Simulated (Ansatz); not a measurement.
# C2H4Si (ethynylsilane): BCCD(T)/def2-mTZVP (accuracy low)

Aim: the vertical electron affinity of C2H4Si (ethynylsilane) at BCCD(T)/def2-mTZVP (accuracy low), from 2 runs. 

The results are computed with Ansatz 0.2.0.

3 further runs of the same task are left out: 3 set aside as unsound or not needed.

## (1) The molecule

C2H4Si has 7 atoms, charge 0, and is taken as a singlet. As SMILES, `C#C[SiH3]`. The coordinates come from a PBE0-D4/def2-TZVP relaxation.

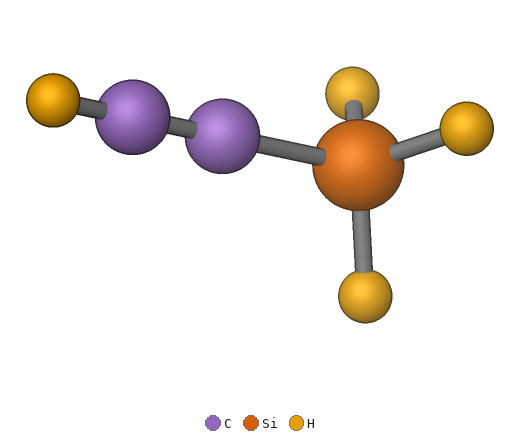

The structure, seen from a chosen angle (carbon purple, silicon orange, hydrogen amber).

## (2) Energy and forces at BCCD(T)/def2-mTZVP (accuracy low)

Input file in.yaml:

```yaml
basis:
  gaussian:
    orbitals: def2-mTZVP
crystal:
  periodic: [false, false, false]
  atoms:
    - {symbol: C, position_ang: [-0.580700, -1.871400, 0.172200]}
    - {symbol: C, position_ang: [-0.218500, -0.726500, 0.062400]}
    - {symbol: Si, position_ang: [0.329800, 1.004300, -0.103800]}
    - {symbol: H, position_ang: [-0.901000, -2.883500, 0.269300]}
    - {symbol: H, position_ang: [-0.094500, 1.528300, -1.425000]}
    - {symbol: H, position_ang: [-0.281700, 1.818100, 0.974900]}
    - {symbol: H, position_ang: [1.807900, 1.062900, 0.004400]}
correlation:
  method: bccd_t
  frozen_orbitals: {C: 1, H: 0, Si: 5}
accuracy: low
scf:
  lower_state_search: full
output: {forces: true, orbitals: {seedname: orbitals}}
```

Command:

```sh
$ ansatz run in.yaml --threads 1 --pin off --max-ram 2610MiB --events-out events.jsonl --progress --plain --runs-dir runs
```

Log, shortened:

```text
Warning: RAYON_NUM_THREADS=1 ignored (pool sized by the plan → 1); use --threads N
Functional definition: HF
  name "HF"
[...]
679 factors; integrals over basis functions are off by at most 8.6e-4 eV
[...]
mean field -9985.36646147 eV, -366.9554491344 hartree, gradient 3.1e-6 eV, S^2 0.000000; 0 other end points of the search recorded, 0 dependent functions left out
7 core orbitals not correlated: weight in the atoms' cores, before any rotation towards them, 1.000 or more for the frozen orbitals, at most 0.000 for the correlated occupied ones
reference -9985.36646147 eV, -366.9554491344 hartree; 8, 8 occupied and 57, 57 virtual orbitals, 679 factors
second order -9.09191208 eV of doubles, -0.00000000 eV of singles
cycle   1  -9.38162964 eV  change   -2.9e-1 eV  update   9.0e-2
[...]
cycle  10  -9.84117355 eV  change   -4.0e-6 eV  update   3.8e-6
perturbative correction -0.47038399 eV, -0.0172862927 hartree
[...]
Total energy: -9995.67801900 eV, -367.3343918845 hartree
Atom 0 at    -0.580700    -1.871400     0.172200 Å, force    -0.368586    -1.166479     0.111756 eV/Å
Atom 1 at    -0.218500    -0.726500     0.062400 Å, force     0.295601     0.935197    -0.089520 eV/Å
Atom 2 at     0.329800     1.004300    -0.103800 Å, force     0.085067     0.269773    -0.027982 eV/Å
Atom 3 at    -0.901000    -2.883500     0.269300 Å, force    -0.023926    -0.074799     0.007237 eV/Å
Atom 4 at    -0.094500     1.528300    -1.425000 Å, force    -0.013608     0.013466    -0.039997 eV/Å
Atom 5 at    -0.281700     1.818100     0.974900 Å, force    -0.020203     0.023441     0.034796 eV/Å
Atom 6 at     1.807900     1.062900     0.004400 Å, force     0.045655    -0.000598     0.003709 eV/Å
Dipole moment:    -0.019561    -0.062121     0.005988 e Å
```

It took 6.9 s on 1 thread of Arm Neoverse V2, shared host; peak memory 0.31 GiB.

## (3) The doublet anion, same level

Edit in.yaml of step 2 so:

```diff
@@ -1,4 +1 @@
-basis:
-  gaussian:
-    orbitals: def2-mTZVP
 crystal:
@@ -13,2 +10,9 @@
     - {symbol: H, position_ang: [1.807900, 1.062900, 0.004400]}
+basis:
+  gaussian:
+    orbitals: def2-mTZVP
+total_charge: -1
+magnetization:
+  spin_polarized: true
+  initial_magnetization: 1
 correlation:
```

Command:

```sh
$ ansatz run in.yaml --threads 1 --pin off --max-ram 2610MiB --events-out events.jsonl --progress --plain --runs-dir runs
```

Log:

```text
Warning: RAYON_NUM_THREADS=1 ignored (pool sized by the plan → 1); use --threads N
[... 49 lines left out ...]
7 core orbitals not correlated: weight in the atoms' cores, before any rotation towards them, 1.000 or more for the frozen orbitals, at most 0.000 for the correlated occupied ones
[... 126 lines left out ...]
Total energy: -9992.97142672 eV, -367.2349264527 hartree
[... 7 lines left out ...]
Dipole moment:     0.043304     0.166187    -0.072796 e Å
```

It took 3.6 min on 1 thread of Arm Neoverse V2, shared host; peak memory 0.77 GiB.

## (4) Outcome

At BCCD(T)/def2-mTZVP (accuracy low), 7 core orbitals frozen:

| quantity | value |
| --- | --- |
| singlet C2H4Si: total energy | -367.33439 Eh |
| singlet C2H4Si: dipole moment (correlated density) | 0.31 D |
| singlet C2H4Si: HOMO energy (Hartree–Fock orbitals) | -11.00 eV |
| singlet C2H4Si: LUMO energy (Hartree–Fock orbitals) | 3.50 eV |
| singlet C2H4Si: HOMO–LUMO gap (Hartree–Fock orbitals) | 14.51 eV |
| singlet C2H4Si: correlation energy (7 core orbitals frozen) | -378.9 mEh |
| singlet C2H4Si: (T) correction | -17.29 mEh |
| singlet C2H4Si: largest force on an atom | 1.228 eV/Å |
| doublet anion: total energy | -367.23493 Eh |
| doublet anion: HOMO energy (Hartree–Fock orbitals) (highest over α and β) | 2.29 eV |
| doublet anion: LUMO energy (Hartree–Fock orbitals) (lowest over α and β) | 7.97 eV |
| doublet anion: correlation energy (7 core orbitals frozen) | -387.7 mEh |
| doublet anion: (T) correction | -17.92 mEh |
| doublet anion: ⟨S²⟩ of the reference determinant | 0.778 |
| doublet anion: largest force on an atom | 5.783 eV/Å |
| vertical electron affinity (to the doublet anion) | -2.707 eV |

The anion lies 2.71 eV (261 kJ/mol) above the neutral: the electron isn't bound at this level, and such a value depends on the basis. Without diffuse functions anions come out too high. The largest force (singlet C2H4Si) is 1.23 eV/Å: the shape isn't a stationary point for this species at this level. Mulliken charges (singlet C2H4Si) run from -0.68 on C2 to +0.51 on Si3. The triples (singlet C2H4Si) make up 4.6 % of the correlation energy. The accuracy setting (singlet C2H4Si) is loose, so the last digits carry no meaning. Mulliken charges (doublet anion) run from -0.70 on C2 to +0.21 on Si3.
